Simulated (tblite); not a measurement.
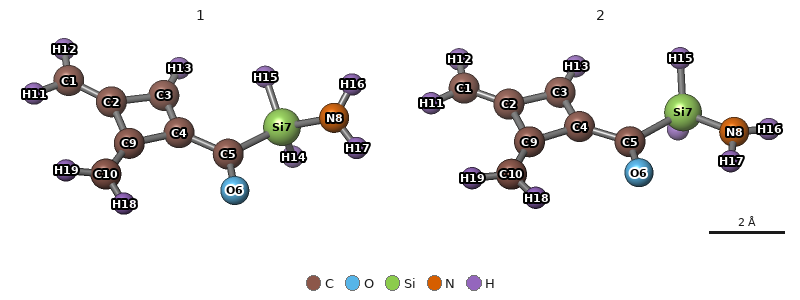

Two geometries of C₇H₉NOSi, drawn at one scale. One is the start of a relaxation, the other its converged end. The picture is a ball-and-stick view, seen from a free direction.

Theory: tblite 0.8.0, GFN2-xTB geometry optimisation, gas phase. 

Which of the two is the end point?

Answer. Structure 2 is the relaxed one. Over 126 geometry steps the energy falls by 48.1 kJ/mol. The largest move after the best rigid fit is that of H16, 1.35 Å. By element the largest moves are H 1.35 Å, O 0.55 Å, N 0.41 Å, Si 0.40 Å, C 0.37 Å. Near-neighbour distances that change, for instance: C5–Si7 1.852 → 1.922 Å, Si7–N8 1.775 → 1.708 Å, C3–C4 1.314 → 1.365 Å, C5–O6 1.256 → 1.222 Å. Bond angles that change, for instance: C5–Si7–N8 112.7° → 102.1°, Si7–N8–H16 115.4° → 122.9°, C5–Si7–H15 105.2° → 110.7°. Groups turn about Si7–N8 by about 60°, C5–Si7 by about 35°.
